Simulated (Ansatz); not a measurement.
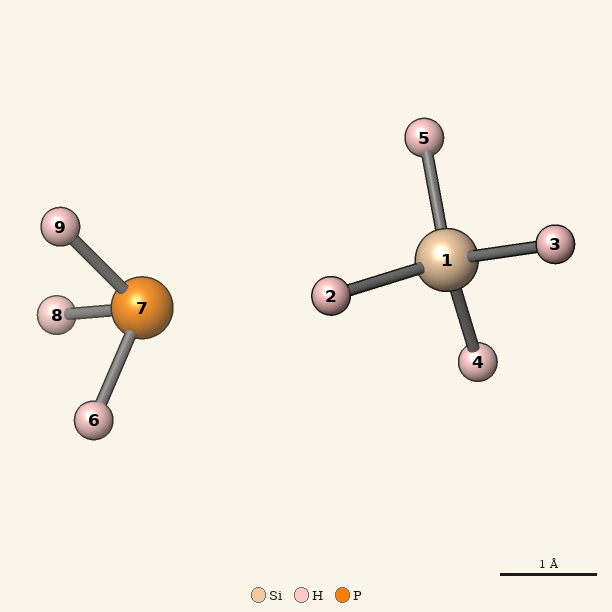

Orthographic view. Distant atoms are faded towards the background colour. The geometry was computed by an optimisation with PBE0-D4/def2-TZVP.

List the bonded neighbours of every atom.

Si1: H2, H3, H4, H5
H2: Si1
H3: Si1
H4: Si1
H5: Si1
H6: P7
P7: H6, H8, H9
H8: P7
H9: P7
